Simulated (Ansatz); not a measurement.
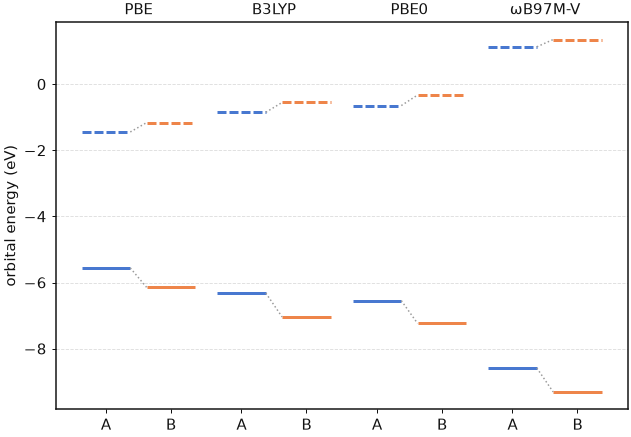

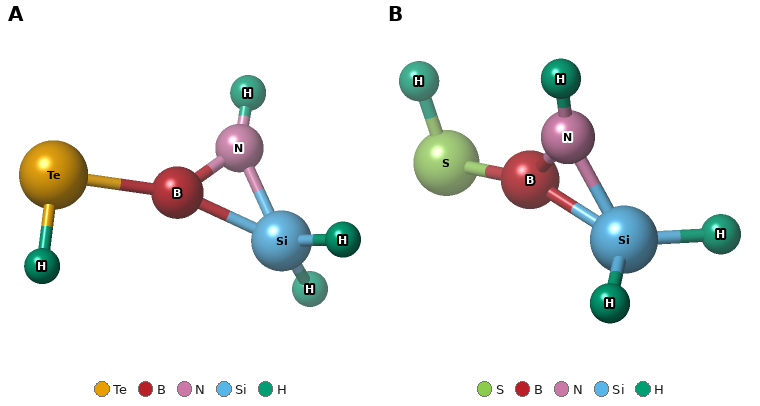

One change: A, BSiNH₄Te (SMILES [TeH]B1N[SiH2]1), becomes B, BSiNH₄S (SMILES SB1N[SiH2]1). TeH on B is replaced by SH. HOMO (solid) and LUMO (dashed) computed in def2-TZVPP at PBE0-D4/def2-TZVP geometries, both minima by their frequencies, gas phase, the Ansatz code. Empty levels above zero depend strongly on the basis.

What does the change do to HOMO and LUMO?

PBE: the HOMO falls by 0.58 eV, the LUMO rises by 0.28 eV, and the separation goes from 4.11 to 4.98 eV. B3LYP: the HOMO falls by 0.72 eV, the LUMO rises by 0.30 eV, and the separation goes from 5.47 to 6.49 eV. PBE0: the HOMO falls by 0.69 eV, the LUMO rises by 0.32 eV, and the separation goes from 5.90 to 6.91 eV. ωB97M-V: the HOMO falls by 0.72 eV, the LUMO rises by 0.22 eV, and the separation goes from 9.71 to 10.66 eV.

Do the functionals agree on the effect?

They agree on the direction for both levels; the HOMO shift lies between −0.72 and −0.58 eV and the LUMO shift between 0.22 and 0.32 eV, while the separations themselves differ by up to 5.7 eV between functionals.

Caveats: core potentials past krypton; spin-orbit coupling is left out, and with Te it can shift these values.
